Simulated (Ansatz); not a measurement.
Reaction (SMILES): F[CH]F → C atom + 2 F atom + H atom
B3LYP-D3(BJ)/def2-TZVP geometries, fixed; electronic energies without zero-point terms.

Basis-set convergence of the atomisation energy at r2SCAN with Ansatz (an electronic-structure program). Cartesian d functions, on some or all atoms, in 6-31G*, 6-31G**, 6-31+G*; all else is spherical. The program fits the integrals of some runs and decomposes those of others, by size. Open shells are unrestricted. No added dispersion term, no relativity. Functions are those of the species that has most. Reference: the value in pcseg-4, 336.23 kcal/mol, itself unsure by roughly 0.19 kcal/mol (its mean distance from aug-pcseg-3, aug-cc-pVQZ, cc-pV5Z). Deviations are taken from unrounded values.

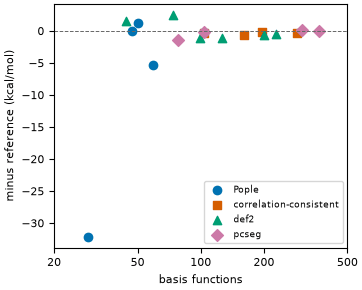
*Deviation from the reference against the number of basis functions, by family of sets.*

```tsv
basis	functions	atomisation energy (kcal/mol)	minus reference (kcal/mol)
6-31G	29	304.10	-32.13
def2-SV(P)	44	337.83	1.61
6-31G*	47	336.22	-0.01
6-31G**	50	337.50	1.27
6-31+G*	59	330.82	-5.41
def2-SVPD	74	338.73	2.50
aug-pcseg-1	78	334.77	-1.46
def2-TZVP	99	335.06	-1.16
cc-pVTZ	104	335.84	-0.39
pcseg-2	104	336.04	-0.19
def2-TZVPD	126	335.08	-1.15
aug-cc-pVTZ	161	335.66	-0.57
cc-pVQZ	195	336.05	-0.18
def2-QZVPP	201	335.64	-0.59
def2-QZVPPD	228	335.66	-0.56
aug-cc-pVQZ	286	335.95	-0.28
aug-pcseg-3	304	336.37	0.14
pcseg-4	364	336.23	0.00
```
